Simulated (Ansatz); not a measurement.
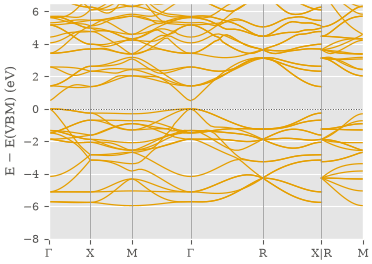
*Band structure from plane-wave PAW PBE (Ansatz code)*

Problem. Read off the gap and where the band edges lie.

Solution. About 0.5 eV (0.50 eV by a search for the band edges); maximum at Γ, minimum at Γ.

Problem. Which compound is it?
A. KTaO3, cubic perovskite
B. InP, Pm-3n (In on 6c, P on 6d)
C. CsPbCl3, cubic perovskite

Solution. B, InP, Pm-3n (In on 6c, P on 6d)

The start of the workflow was typed in or built on a structure type; neither database checked (COD, Materials Project) lists it. It is not the phase usual at ambient conditions (space group No. 216). The cell was relaxed with PBE under the symmetry of its start; its stability against distortions is not shown here. The volume moved by 31 % from the start of the relaxation. Scalar-relativistic: spin–orbit coupling is off unless named, which matters more the heavier the elements.

Potentials: the later of the program's two PAW sets.
